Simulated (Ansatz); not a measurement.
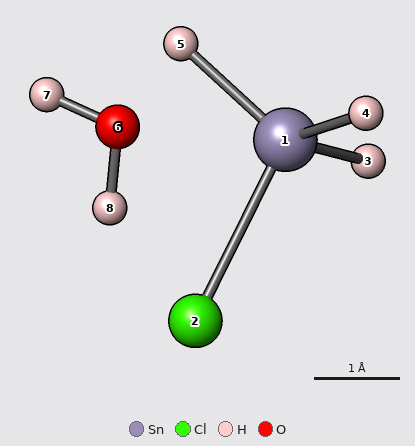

**Figure 1.** The starting structure (ball-and-stick view, seen at a tilt; atoms are numbered from 1 in the order of the input). Sticks mark near contacts. Bond lengths as drawn: Cl–Sn 2.41 Å, H–O 0.97 to 0.99 Å and H–Sn 1.71 to 1.72 Å.

# Geometry relaxation, with input and output: SnH5ClO

System: SnH5ClO.
Method: RKS B3LYP/def2-SVP (Ansatz 0.2.0).

It belongs to a series of runs on one base structure; here: end point A relaxed. Figures and captions count atoms from 1; the log counts them from 0 in places.

Input file
```yaml
crystal:
  periodic: [false, false, false]
  atoms:
    - { symbol: Sn, position_ang: [0.292519, 0.058068, -0.122284] }
    - { symbol: Cl, position_ang: [0.259566, -0.075522, 2.281791] }
    - { symbol: H, position_ang: [1.976575, 0.004357, -0.476225] }
    - { symbol: H, position_ang: [-0.393528, 1.54982, -0.582764] }
    - { symbol: H, position_ang: [-0.484263, -1.347668, -0.715575] }
    - { symbol: O, position_ang: [-2.706125, 0.024281, 0.870537] }
    - { symbol: H, position_ang: [-3.03929, -0.884043, 0.810668] }
    - { symbol: H, position_ang: [-2.249654, 0.041006, 1.745752] }
basis:
  gaussian: { orbitals: def2-SVP }
hamiltonian:
  xc: b3lyp
relax:
  f_tol: 0.03
  max_steps: 50
output:
  orbitals: {}
```

Machine: 1 thread of Arm Neoverse V1, 24 GiB of memory available, shared host.

Launched with:
```bash
ansatz run input.yaml --threads 1 --pin off --max-ram 2048MiB --backend cpu --events-out ev --progress --plain --runs-dir out
```

Log
```
The last accepted step is kept in [file] (removed where the run ends without a failure and the disk answers)
Engine: ansatz 0.2.0, aarch64-unknown-linux-gnu
Functional definition: B3LYP
  parameter a0 = 0.2
  parameter ax = 0.72
  parameter ac = 0.81
  exchange = (1 - a0 - ax)*slater_x + ax*b88_x + a0*exact_x
  correlation = (1 - ac)*vwn_rpa_c + ac*lyp_c
957 factors; integrals over basis functions are off by at most 3.6e-4 eV
mean field evaluation 1: about -20475.8200 eV, gradient 4.8e1 eV
mean field evaluation 2: about -20469.1032 eV, gradient 7.6e1 eV
mean field evaluation 4: about -20479.9544 eV, gradient 2.4e0 eV
mean field evaluation 8: about -20479.9659 eV, gradient 6.2e-2 eV
mean field evaluation 16: about -20479.9659 eV, gradient 6.3e-6 eV
mean field -20479.96589490 eV, -752.6248648183 hartree, gradient 6.3e-6 eV, S^2 0.000000; 0 other end points of the search recorded, 0 dependent functions left out
the calculation of the forces begins
reference -20479.96615115 eV, -752.6248742353 hartree; 26, 26 occupied and 57, 57 virtual orbitals, 957 factors
relax step   1: F+E_penalty+E_count = -20479.96589490 eV  Δ(F+E_penalty+E_count) = +0.000e0 eV  max|allowed force component| = 6.773e-1 eV/Å  Δτ_max = 0.0000 Å  (25 SCF iters, accepted)
these checks for a lower state are left out or cut short: starts, cluster_reference, orbital_swaps, neighbouring_geometries, increment
957 factors; integrals over basis functions are off by at most 3.5e-4 eV
mean field -20479.95530134 eV, -752.6244755120 hartree, gradient 1.4e-5 eV, S^2 0.000000; 0 other end points of the search recorded, 0 dependent functions left out
the calculation of the forces begins
reference -20479.95555249 eV, -752.6244847416 hartree; 26, 26 occupied and 57, 57 virtual orbitals, 957 factors
relax step   2: F+E_penalty+E_count = -20479.95530134 eV  Δ(F+E_penalty+E_count) = +1.059e-2 eV  max|allowed force component| = 2.070e-1 eV/Å  Δτ_max = 0.1781 Å  (26 SCF iters, rejected (line search))
these checks for a lower state are left out or cut short: starts, cluster_reference, orbital_swaps, neighbouring_geometries, increment
957 factors; integrals over basis functions are off by at most 3.6e-4 eV
mean field -20479.97687997 eV, -752.6252685119 hartree, gradient 8.9e-6 eV, S^2 0.000000; 0 other end points of the search recorded, 0 dependent functions left out
the calculation of the forces begins
reference -20479.97713375 eV, -752.6252778381 hartree; 26, 26 occupied and 57, 57 virtual orbitals, 957 factors
relax step   3: F+E_penalty+E_count = -20479.97687997 eV  Δ(F+E_penalty+E_count) = -1.099e-2 eV  max|allowed force component| = 2.291e-1 eV/Å  Δτ_max = 0.0869 Å  (26 SCF iters, accepted)
these checks for a lower state are left out or cut short: starts, cluster_reference, orbital_swaps, neighbouring_geometries, increment
957 factors; integrals over basis functions are off by at most 3.5e-4 eV
mean field evaluation 32: about -20479.9798 eV, gradient 5.7e-3 eV
mean field -20479.97840603 eV, -752.6253245935 hartree, gradient 8.7e-6 eV, S^2 0.000000; 0 other end points of the search recorded, 0 dependent functions left out
the calculation of the forces begins
reference -20479.97865963 eV, -752.6253339132 hartree; 26, 26 occupied and 57, 57 virtual orbitals, 957 factors
relax step   4: F+E_penalty+E_count = -20479.97840603 eV  Δ(F+E_penalty+E_count) = -1.526e-3 eV  max|allowed force component| = 9.342e-2 eV/Å  Δτ_max = 0.0312 Å  (26 SCF iters, accepted)
these checks for a lower state are left out or cut short: starts, cluster_reference, orbital_swaps, neighbouring_geometries, increment
957 factors; integrals over basis functions are off by at most 3.7e-4 eV
mean field -20479.97857915 eV, -752.6253309557 hartree, gradient 8.3e-6 eV, S^2 0.000000; 0 other end points of the search recorded, 0 dependent functions left out
the calculation of the forces begins
reference -20479.97883318 eV, -752.6253402912 hartree; 26, 26 occupied and 57, 57 virtual orbitals, 957 factors
relax step   5: F+E_penalty+E_count = -20479.97857915 eV  Δ(F+E_penalty+E_count) = -1.731e-4 eV  max|allowed force component| = 4.907e-2 eV/Å  Δτ_max = 0.0357 Å  (26 SCF iters, accepted)
these checks for a lower state are left out or cut short: starts, cluster_reference, orbital_swaps, neighbouring_geometries, increment
957 factors; integrals over basis functions are off by at most 3.5e-4 eV
mean field -20479.97913685 eV, -752.6253514509 hartree, gradient 8.6e-6 eV, S^2 0.000000; 0 other end points of the search recorded, 0 dependent functions left out
the calculation of the forces begins
reference -20479.97939097 eV, -752.6253607896 hartree; 26, 26 occupied and 57, 57 virtual orbitals, 957 factors
relax step   6: F+E_penalty+E_count = -20479.97913685 eV  Δ(F+E_penalty+E_count) = -5.577e-4 eV  max|allowed force component| = 3.684e-2 eV/Å  Δτ_max = 0.0162 Å  (27 SCF iters, accepted)
these checks for a lower state are left out or cut short: starts, cluster_reference, orbital_swaps, neighbouring_geometries, increment
957 factors; integrals over basis functions are off by at most 3.5e-4 eV
mean field -20479.97918707 eV, -752.6253532963 hartree, gradient 1.6e-5 eV, S^2 0.000000; 0 other end points of the search recorded, 0 dependent functions left out
the calculation of the forces begins
reference -20479.97944117 eV, -752.6253626345 hartree; 26, 26 occupied and 57, 57 virtual orbitals, 957 factors
relax step   7: F+E_penalty+E_count = -20479.97918707 eV  Δ(F+E_penalty+E_count) = -5.022e-5 eV  max|allowed force component| = 2.572e-2 eV/Å  Δτ_max = 0.0074 Å  (21 SCF iters, accepted)
957 factors; integrals over basis functions are off by at most 3.5e-4 eV
mean field evaluation 64: about -20479.9805 eV, gradient 4.1e-1 eV
```

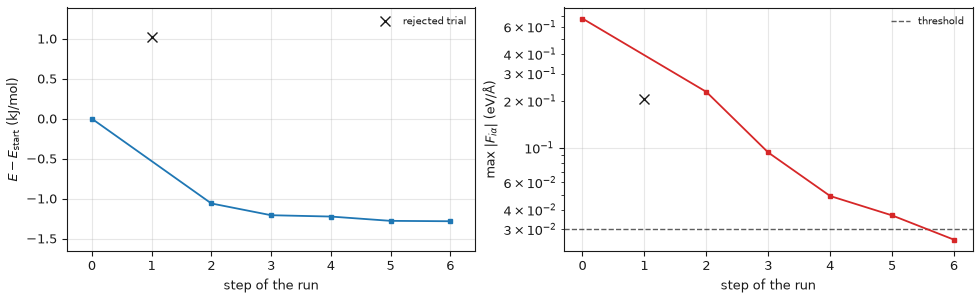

**Figure 2.** Progress of the relaxation, step by step (the first geometry is step 0 here and step 1 in the log).

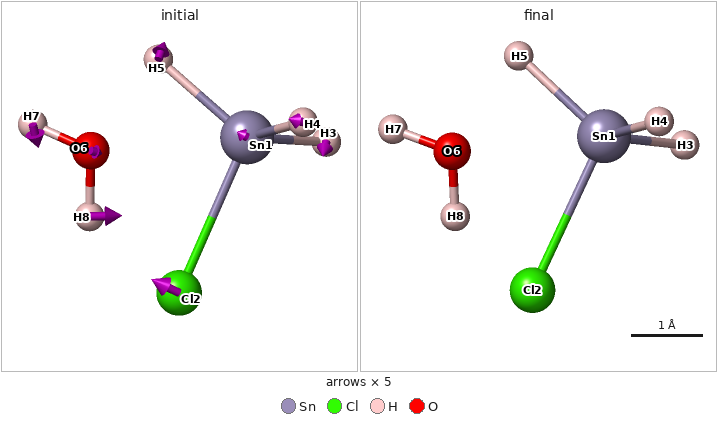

**Figure 3.** Before (left) and after (right) the relaxation, at one scale (ball-and-stick view, seen at a tilt). The pink arrows give the displacements, magnified 5 times. The largest move after the best rigid fit is that of H8, 0.094 Å. By element the largest moves are H 0.094 Å, Cl 0.093 Å, O 0.040 Å, Sn 0.036 Å. Among the contacts that change: O6–H8 0.987 → 0.972 Å. The energy falls by 1.28 kJ/mol in 6 geometry steps. Largest force component: 0.68 eV/Å at the start, 0.026 eV/Å at the end. The line search rejected the trial step at point 1 (counted from 0) and went back. (Atoms are counted from 1 in the order of the input.)

```
mean field -20479.97918707 eV, -752.6253532963 hartree, gradient 1.6e-5 eV, S^2 0.000000; 1 other end points of the search recorded, 0 dependent functions left out
the calculation of the forces begins
reference -20479.97944117 eV, -752.6253626345 hartree; 26, 26 occupied and 57, 57 virtual orbitals, 957 factors
Total energy: -20479.97944117 eV, -752.6253626345 hartree
Atom 0 at     0.261305     0.040682    -0.126969 Å, force    -0.000798     0.006223     0.002353 eV/Å
Atom 1 at     0.180059    -0.122775     2.274035 Å, force    -0.001493    -0.001874    -0.004306 eV/Å
Atom 2 at     1.956518     0.028674    -0.433379 Å, force     0.002789     0.000316    -0.000502 eV/Å
Atom 3 at    -0.436694     1.531153    -0.576928 Å, force    -0.000053    -0.002278     0.000227 eV/Å
Atom 4 at    -0.462217    -1.369720    -0.769672 Å, force    -0.001886    -0.001696     0.001483 eV/Å
Atom 5 at    -2.667779     0.036576     0.867365 Å, force     0.004422    -0.025721     0.007757 eV/Å
Atom 6 at    -2.986989    -0.877256     0.867280 Å, force    -0.002478     0.015665    -0.006364 eV/Å
Atom 7 at    -2.188403     0.102965     1.710168 Å, force    -0.000502     0.009366    -0.000649 eV/Å
Dipole moment:    -0.057960    -0.226057    -0.286722 e Å
```

Trajectory as extended XYZ (Å, eV, eV/Å), 7 frames, from step=1 to step=7
```
8
Properties=species:S:1:pos:R:3:forces:R:3 step=1 energy=-20479.96590
Sn    0.2925    0.0581   -0.1223   -0.0381  -0.0651   0.0476
Cl    0.2596   -0.0755    2.2818   -0.0653   0.0089  -0.0676
H     1.9766    0.0044   -0.4762    0.0074   0.0069  -0.0006
H    -0.3935    1.5498   -0.5828   -0.0141   0.0151   0.0097
H    -0.4843   -1.3477   -0.7156    0.0279   0.0152  -0.0079
O    -2.7061    0.0243    0.8705    0.3603  -0.0409   0.6762
H    -3.0393   -0.8840    0.8107    0.0433   0.0747   0.0200
H    -2.2497    0.0410    1.7458   -0.3213  -0.0148  -0.6773
8
Properties=species:S:1:pos:R:3:forces:R:3 step=2 energy=-20479.95530 accepted=F
Sn    0.1993    0.0376   -0.1016   -0.0504   0.0985  -0.1723
Cl    0.1110   -0.0867    2.2954    0.1906  -0.0426   0.2070
H     1.8906    0.0040   -0.4347    0.0261  -0.0072   0.0417
H    -0.4854    1.5363   -0.5474    0.0562  -0.0100  -0.0461
H    -0.5393   -1.3745   -0.7190    0.0339  -0.0390  -0.0406
O    -2.5538    0.0507    0.8419   -0.0959  -0.0669   0.0837
H    -2.8865   -0.8567    0.7828   -0.0323   0.0264  -0.0022
H    -2.0801    0.0597    1.6945   -0.1282   0.0409  -0.0714
8
Properties=species:S:1:pos:R:3:forces:R:3 step=3 energy=-20479.97688
Sn    0.2427    0.0487   -0.1209    0.0485  -0.0052  -0.0403
Cl    0.1803   -0.0854    2.2809    0.0054  -0.0137   0.0339
H     1.9378    0.0093   -0.4352    0.0016   0.0062   0.0062
H    -0.4210    1.5509   -0.5838   -0.0245  -0.0158  -0.0026
H    -0.4822   -1.3675   -0.7510   -0.0126   0.0154   0.0024
O    -2.6390    0.0311    0.8674    0.0904  -0.0609   0.2291
H    -2.9962   -0.8689    0.8317    0.0230   0.0613  -0.0015
H    -2.1666    0.0522    1.7229   -0.1318   0.0127  -0.2271
8
Properties=species:S:1:pos:R:3:forces:R:3 step=4 energy=-20479.97841
Sn    0.2524    0.0419   -0.1223    0.0039   0.0253  -0.0118
Cl    0.1832   -0.1033    2.2803   -0.0003  -0.0121   0.0070
H     1.9496    0.0185   -0.4277   -0.0228  -0.0024  -0.0062
H    -0.4421    1.5325   -0.5788    0.0163   0.0003  -0.0008
H    -0.4878   -1.3619   -0.7605    0.0205  -0.0145   0.0034
O    -2.6472    0.0356    0.8645    0.0274  -0.0484   0.0924
H    -2.9788   -0.8744    0.8417    0.0170   0.0549   0.0094
H    -2.1735    0.0814    1.7146   -0.0621  -0.0030  -0.0934
8
Properties=species:S:1:pos:R:3:forces:R:3 step=5 energy=-20479.97858
Sn    0.2575    0.0448   -0.1256    0.0068  -0.0328  -0.0034
Cl    0.1755   -0.1361    2.2740    0.0046   0.0184   0.0037
H     1.9529    0.0297   -0.4340   -0.0012   0.0045   0.0038
H    -0.4367    1.5351   -0.5808   -0.0052   0.0042   0.0111
H    -0.4669   -1.3682   -0.7608    0.0014   0.0017  -0.0172
O    -2.6608    0.0344    0.8587    0.0022  -0.0301   0.0428
H    -2.9748   -0.8806    0.8746   -0.0294  -0.0149  -0.0486
H    -2.1909    0.1113    1.7057    0.0208   0.0491   0.0079
8
Properties=species:S:1:pos:R:3:forces:R:3 step=6 energy=-20479.97914
Sn    0.2598    0.0407   -0.1267    0.0004   0.0102   0.0080
Cl    0.1801   -0.1206    2.2747    0.0022  -0.0033  -0.0051
H     1.9552    0.0263   -0.4345   -0.0013   0.0001   0.0007
H    -0.4361    1.5323   -0.5766    0.0009  -0.0031  -0.0012
H    -0.4657   -1.3689   -0.7687   -0.0015  -0.0034   0.0005
O    -2.6633    0.0362    0.8660    0.0023  -0.0368   0.0250
H    -2.9808   -0.8783    0.8633   -0.0058   0.0191  -0.0134
H    -2.1933    0.1025    1.7143    0.0028   0.0173  -0.0144
8
Properties=species:S:1:pos:R:3:forces:R:3 step=7 energy=-20479.97919
Sn    0.2613    0.0407   -0.1270   -0.0008   0.0062   0.0024
Cl    0.1801   -0.1228    2.2740   -0.0015  -0.0019  -0.0043
H     1.9565    0.0287   -0.4334    0.0028   0.0003  -0.0005
H    -0.4367    1.5312   -0.5769   -0.0001  -0.0023   0.0002
H    -0.4622   -1.3697   -0.7697   -0.0019  -0.0017   0.0015
O    -2.6678    0.0366    0.8674    0.0044  -0.0257   0.0078
H    -2.9870   -0.8773    0.8673   -0.0025   0.0157  -0.0064
H    -2.1884    0.1030    1.7102   -0.0005   0.0094  -0.0006
```

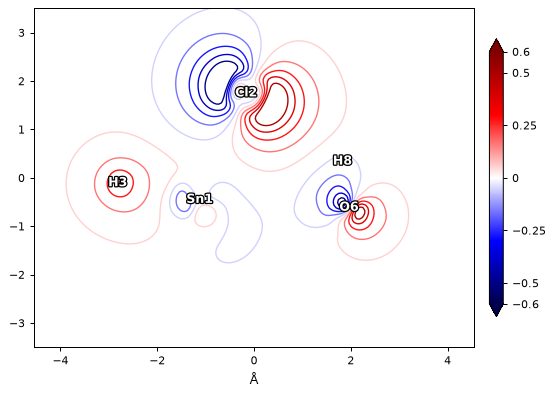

**Figure 4.** One frontier orbital on the plane of atoms Cl2, Sn1 and H3 (values in Å⁻³ᐟ²; the overall sign is arbitrary). The HOMO, at −8.11 eV.

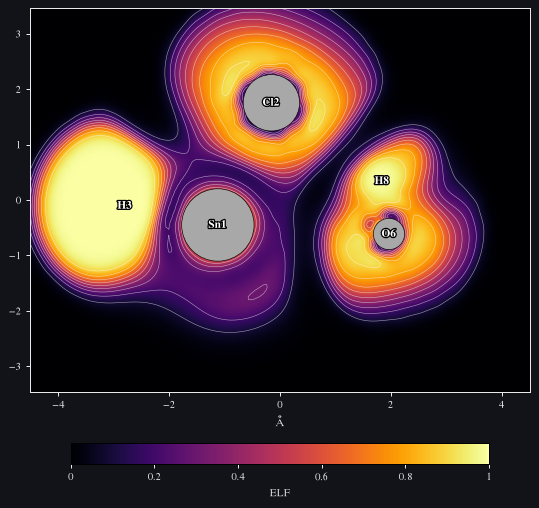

**Figure 5.** ELF on the plane of atoms Cl2, Sn1 and H3. Grey discs, where drawn, cover atomic cores. Atoms in the plane: Sn, Cl, H and O. Sn1···O6 (3.09 Å): the ELF is only about 0.05 between them. Sn–Cl (2.41 Å): the ELF peaks at about 0.85 in the valence shell of Cl, 0.8 Å from its nucleus, and drops to about 0.15 between the two atoms. Sn–H (1.72 Å): the ELF climbs to about 1 towards the hydrogen.

Key numbers

```tsv
quantity	value
outcome	converged
total energy	−20479.9794 eV
mean-field energy	−20479.9794 eV
largest force (length of the vector) at the end	0.027 eV/Å
wall time	30 s
peak memory	0.17 GiB
```
